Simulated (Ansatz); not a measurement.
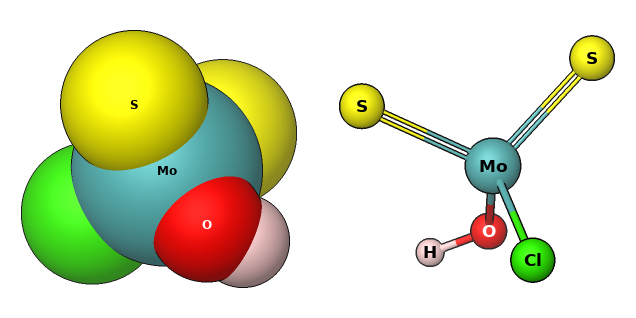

Two views of one molecule.

Charge 0, singlet.

Question: What is the molecular formula?

Answer: ClHMoOS2, 6 atoms: 1 chlorine, 1 hydrogen, 1 molybdenum, 1 oxygen and 2 sulfur.

Question: Count the bonded pairs by element.

Answer: 2 Mo–S, 1 Mo–O, 1 Cl–Mo, 1 O–H.

Question: What is its SMILES?

Answer: [OH][Mo](=[S])(=[S])[Cl]

Question: How many sets of symmetry-equivalent atoms are there?

Answer: 6: 1 O, 1 Mo, 1 S, 1 S, 1 Cl, 1 H.

Question: What is the point group of this geometry?

Answer: C1.

More results for the same structure follow; atom numbers are the same in all pictures, views and colours differ. The computed structure is the end point of a PBE0-D4/def2-TZVP optimisation.

### Shape

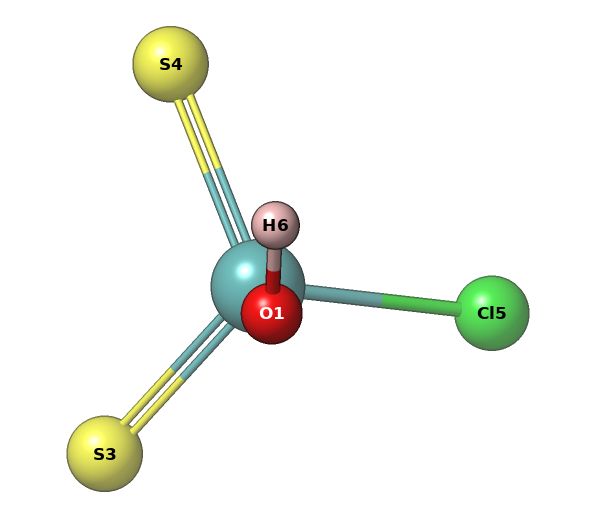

Mo2 lies behind O1. The molecule seen nearly along the O1–Mo2 bond, O1 in front. Depth is shown by fading: the farther an atom, the more it takes the colour of the background.

Question: What is the torsion angle H6–O1–Mo2–Cl5? The sign is positive where the front bond must turn clockwise to cover the back bond.

Answer: 100°, about perpendicular.

### Vibrations

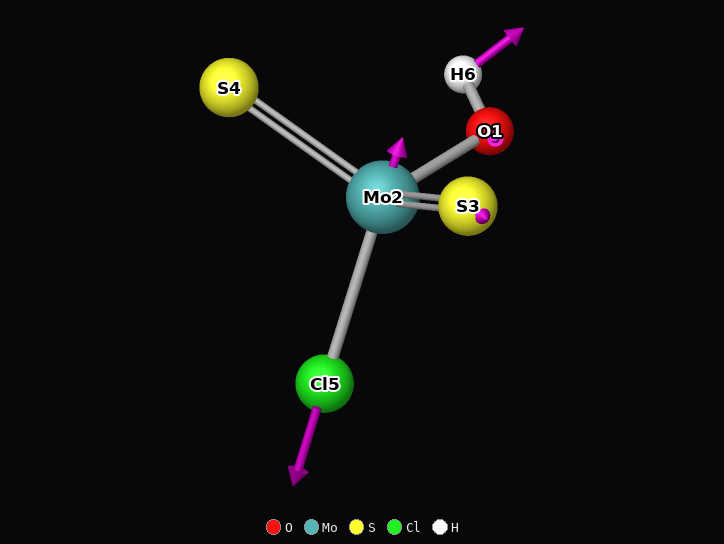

The arrows show one normal mode. Harmonic vibrations computed with RKS PBE0-D4/def2-TZVP, core potentials on Mo (Ansatz 0.2.0) at a stationary point of the same level.

Question: What kind of motion is it?

Answer: Mostly Mo–Cl stretching.

Question: At what wavenumber does it lie?

Answer: 428 cm⁻¹; it is mode 7 of 12 counted from the lowest.

### Dipole moment

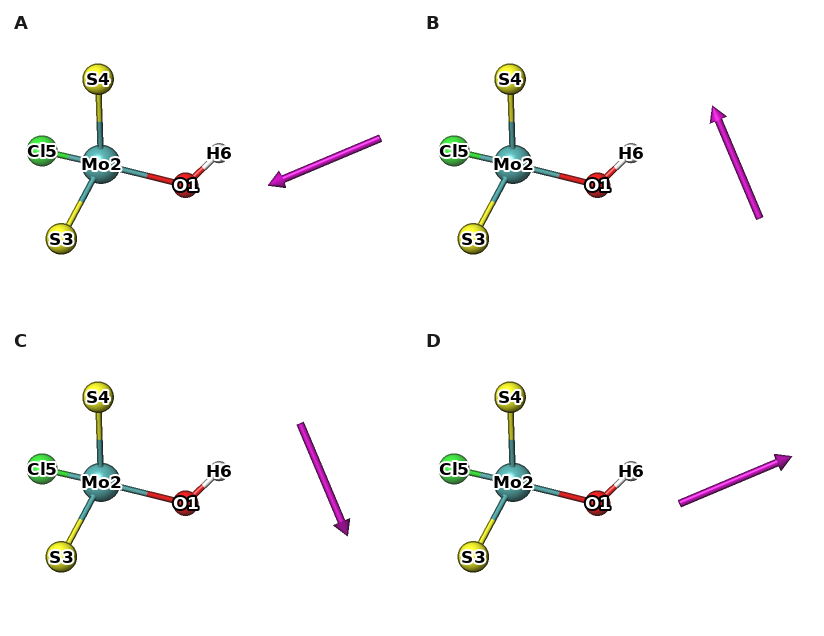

The same molecule four times, each with an arrow. Method: RKS ωB97M-V/def2-TZVPP, core potentials on Mo (Ansatz 0.2.0).

Question: Which arrow points along the dipole moment, from the negative to the positive end?

Answer: D. The dipole moment is 2.12 D; it points from the side of S3 to the side of H6 (the outermost atoms at the two ends).

### Charges

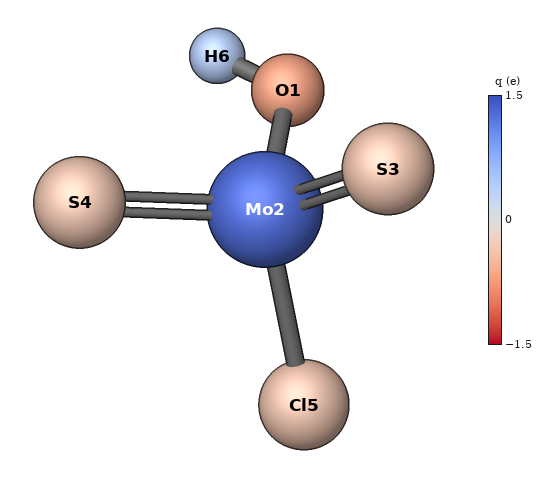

Atoms are coloured by their Mulliken charges. Level of theory: RKS PBE0-D4/def2-TZVP, core potentials on Mo (Ansatz 0.2.0).

Question: Which atom carries the highest charge (most positive or least negative)?

Answer: Mo2 (1.23 e).

Question: And the lowest?

Answer: O1 (−0.64 e).

Give the Mulliken charges atom by atom.

| atom | value (e) |
| --- | --- |
| O1 | −0.64 |
| Mo2 | 1.23 |
| S3 | −0.32 |
| S4 | −0.31 |
| Cl5 | −0.32 |
| H6 | 0.36 |

### Electronic properties

Properties computed with RKS BHLYP-D4/def2-TZVPP, core potentials on Mo (Ansatz 0.2.0).

Question: Estimate the HOMO energy (Kohn–Sham orbital).

Answer: −8.49 eV.

Question: What is the HOMO–LUMO gap?

Answer: 5.82 eV.

Mulliken values depend strongly on the basis set and can even reverse the polarity of a bond.
